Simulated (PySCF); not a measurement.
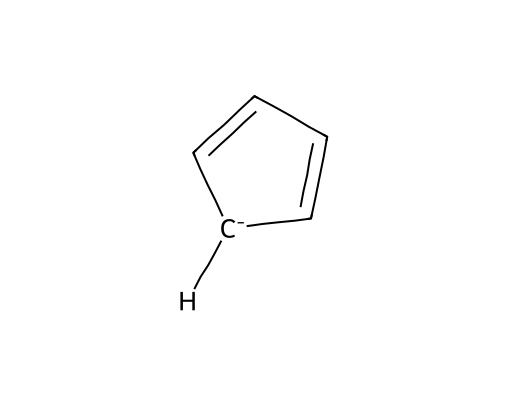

Skeletal drawing of a molecule. The species has charge −1 and is a spin singlet.

Question: Transcribe the drawing into SMILES.

Answer: c1cc[cH-]c1

Question: Give the formula, hydrogens included.

Answer: C5H5, charge -1.

Question: An optimisation with PBE0-D3(BJ)/def2-SVP gave a structure of which point group?

Answer: D5h.

The parts below concern this one geometry. Atoms keep their numbers from picture to picture. The geometry was computed by an optimisation with PBE0-D3(BJ)/def2-SVP. No frequency run is at hand to confirm it as a minimum.

### Bond orders

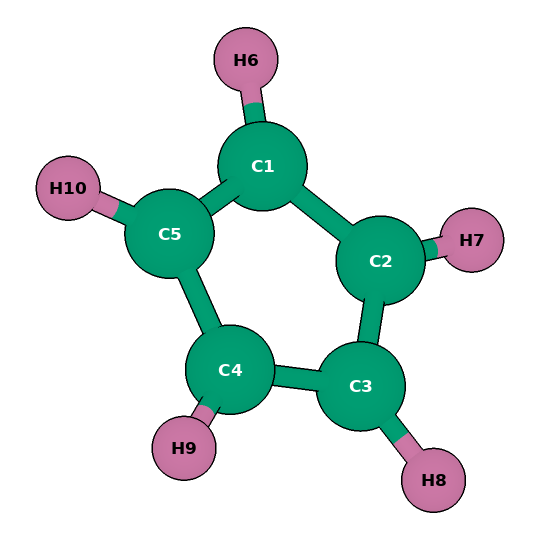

Every bond is drawn as one stick. No frequency run is at hand to confirm it as a minimum. Computed with PBE0/pcSseg-1 (PySCF 2.14.0).

List the Mayer bond orders of C1–C2, C1–H6 (one bond of each equivalent set).

```json
{"bond": "C1–C2", "Mayer order": "1.40", "length (Å)": "1.413"}
{"bond": "C1–H6", "Mayer order": "0.99", "length (Å)": "1.096"}
```

### Charges

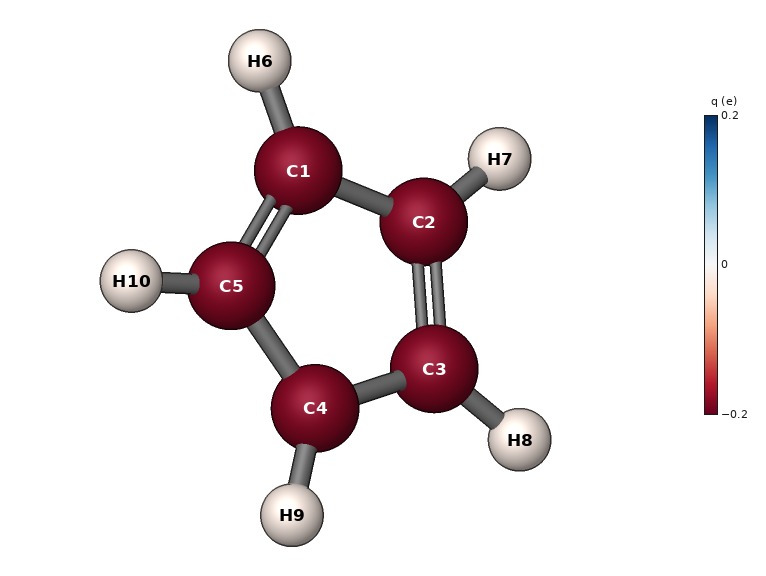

Atoms are coloured by their Hirshfeld charges. No frequency run is at hand to confirm it as a minimum. Level of theory: PBE0/pcSseg-1, gas phase (PySCF 2.14.0).

List the Hirshfeld charges.

```json
{"atom": "C1", "value (e)": "−0.18"}
{"atom": "C2", "value (e)": "−0.18"}
{"atom": "C3", "value (e)": "−0.18"}
{"atom": "C4", "value (e)": "−0.18"}
{"atom": "C5", "value (e)": "−0.18"}
{"atom": "H6", "value (e)": "−0.02"}
{"atom": "H7", "value (e)": "−0.02"}
{"atom": "H8", "value (e)": "−0.02"}
{"atom": "H9", "value (e)": "−0.02"}
{"atom": "H10", "value (e)": "−0.02"}
```

### Electronic properties

No frequency run is at hand to confirm it as a minimum. Method: ωB97X-D/pcSseg-2, gas phase (PySCF 2.14.0).

Question: Give the HOMO energy (Kohn–Sham orbital) at this level.

Answer: −1.77 eV.
